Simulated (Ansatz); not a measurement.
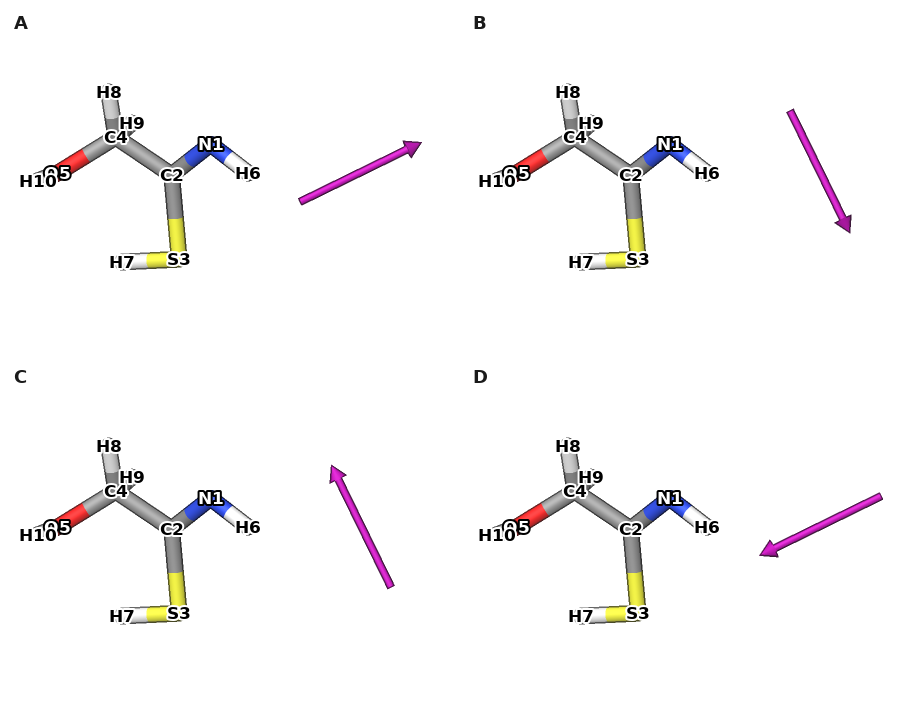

The same molecule four times, each with an arrow. The geometry was computed by an optimisation with PBE0-D4/def2-TZVP. No frequency run is at hand to confirm it as a minimum. Properties computed with RKS r2SCAN-D4/def2-TZVPP (Ansatz 0.2.0).

Which arrow points along the dipole moment, from the negative to the positive end?

Answer. D. The dipole moment is 1.15 D; it points from the side of H6 to the side of H10 (the outermost atoms at the two ends).
